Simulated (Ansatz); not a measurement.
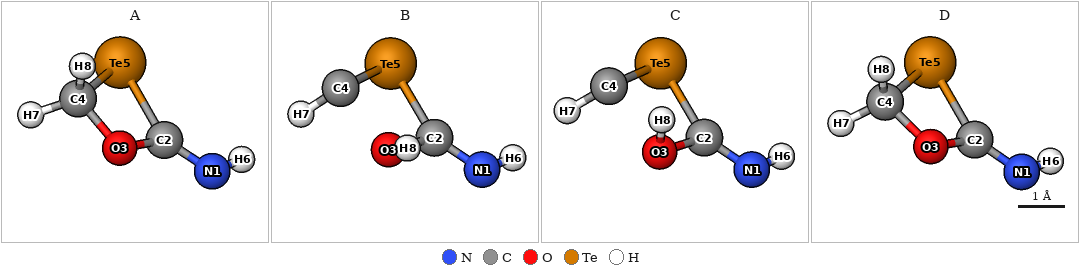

4 geometries from a converged minimum-energy path of C2H3NOTe, shuffled. A ball-and-stick model, seen from a free direction.

Level of theory: UKS PBE-D4/def2-SVP in Ansatz 0.2.0. Run with 9 movable images; climbing image; force threshold 0.05 eV/Å; iteration limit 43; starting path through a guess of the saddle point.

One of them is the converged climbing image. Which?

Answer. C. In order along the path, whose images run from 0 to 10: D (image 0, 0.0 kcal/mol), A (image 1, +0.4 kcal/mol), C (image 7, +86.5 kcal/mol), B (image 9, +80.7 kcal/mol). A hydrogen atom shifts from one atom to another. Breaking: C4–H8 (1.11 → 1.64 at the top → 2.28 Å). Forming: O3–H8 (2.10 → 1.03 at the top → 0.99 Å).

The run took 5.4 min on 2 threads of Arm Neoverse V1 (shared host), peak memory 0.17 GiB.
